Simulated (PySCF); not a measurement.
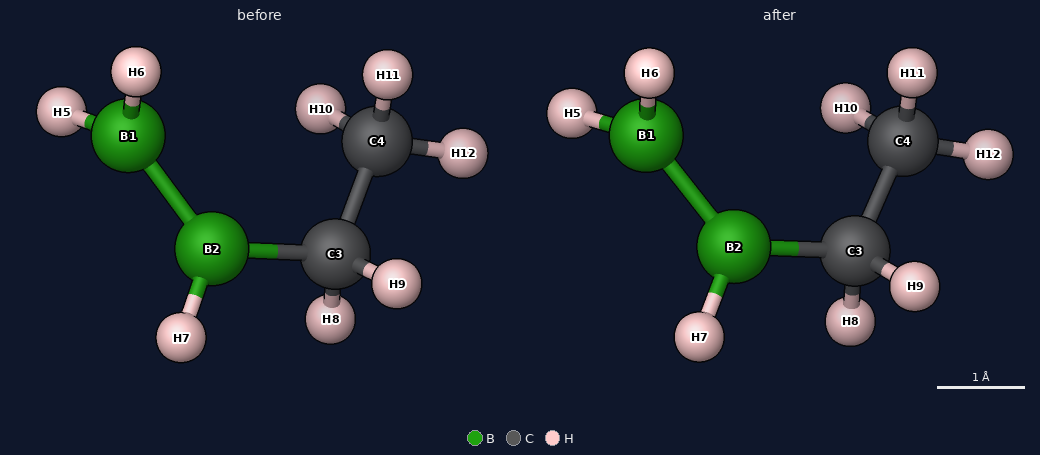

The structure of C$_{2}$H$_{8}$B$_{2}$ before (left) and after (right) a relaxation, at one scale.

A ball-and-stick model, seen at a tilt.

The start comes from GFN2-xTB. Its atoms were then displaced at random by about 0.01 Å.

All numbers below come from PBE0-D3(BJ)/def2-SVP geometry optimisation, gas phase (PySCF 2.14.0, density-fitted response routines). 

> What changed between the two?

Over 5 geometry steps the energy falls by 18.0 kJ/mol. The largest moves after the best rigid fit, 0.11 Å, are those of H5 and H6. Largest moves by element: H 0.11 Å, C 0.08 Å, B 0.04 Å. Among the contacts that change: B1–H5 1.148 → 1.213 Å, B2–H7 1.184 → 1.222 Å, C3–H8 1.072 → 1.108 Å, B2–C3 1.602 → 1.569 Å. Bond angles that change, for instance: H8–C3–H9 106.8° → 102.5°, B1–B2–H7 119.5° → 115.4°, B2–C3–C4 115.0° → 118.7°. Cost: 16 s on 1 thread of Arm Neoverse V1 (shared host).
